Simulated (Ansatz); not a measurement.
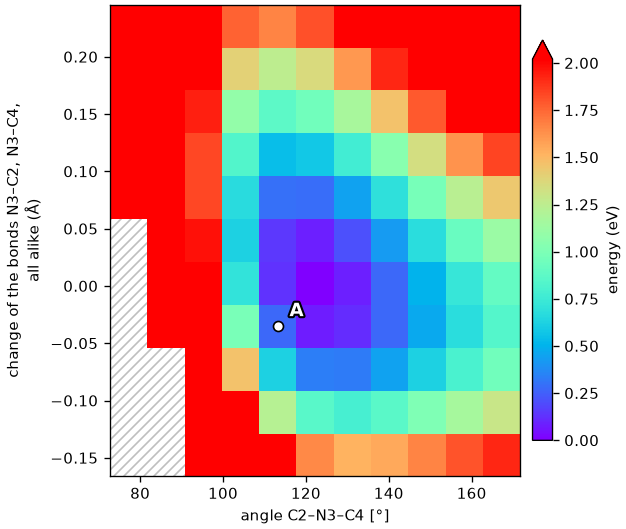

C4H6ClN, SMILES CC=NC=CCl. First axis: angle C2–N3–C4. Second axis: change of the bonds N3–C2, N3–C4, all alike. Nothing is relaxed (all other coordinates rigid). Grid: 11 × 11 points. At 9 points there is no value. Points are written as (first, second). Energies are in eV, from the lowest grid point. These are results of RKS PBE-D4/def2-SVP (Ansatz 0.2.0), not measurements.

In the figure: one coloured cell a grid point, one colour for all values above the top of the scale, hatched blanks where no value was computed, the point A.

### Which way does the force act at A, and how strong is it?

A, at (113.2°, −0.035 Å), is not a stationary point. The computed force is 0.043 eV for each degree towards larger values of angle C2–N3–C4 and 6.4 eV for each Å towards larger values of the second coordinate.
